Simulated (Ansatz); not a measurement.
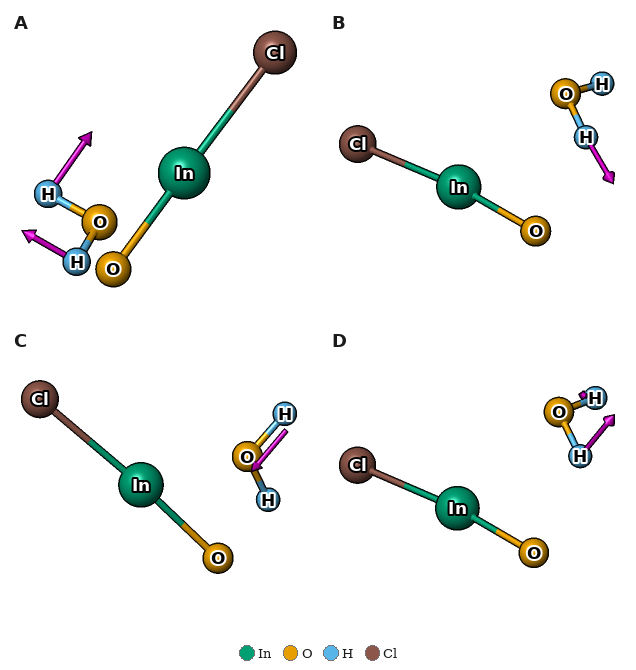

4 normal modes of one molecule or complex, as arrows. Harmonic vibrations computed with RKS PBE0-D4/def2-TZVP, core potentials on In (Ansatz 0.2.0) at a stationary point of the same level.

Match the panels to the wavenumbers 503 cm⁻¹, 837 cm⁻¹, 3353 cm⁻¹, 3883 cm⁻¹.

A: 503 cm⁻¹
B: 3353 cm⁻¹, O–H stretching
C: 3883 cm⁻¹, O–H stretching
D: 837 cm⁻¹
